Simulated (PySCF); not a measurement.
Vertical excitations of a molecule C₂H₉FSi₂ from TDDFT-PBE/def2-SVPD (PySCF), as energy in eV (oscillator strength): 5.80 (0.020), 6.43 (0.021), 6.66 (0.005), 6.84 (0.017), 7.14 (0.016), 7.14 (0.030), 7.32 (0.063), 7.37 (0.010), 7.42 (0.021), 7.49 (0.228). Lowest triplet (TDA): 5.17 eV. The structure is a stationary point at PBE0-D3(BJ)/def2-SVP. The values are those of a single conformer.

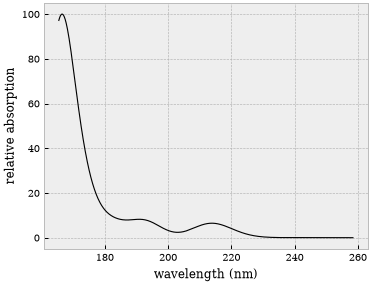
Figure: The lines broadened by 0.4 eV.

Problem. Identify the compound among the candidates.
(A) C[SiH](C)[SiH2]F
(B) CC(F)([SiH3])[SiH3]
(C) C[SiH2][Si@H](C)F
(D) CC[SiH2][SiH2]F

Solution. C, C[SiH2][Si@H](C)F
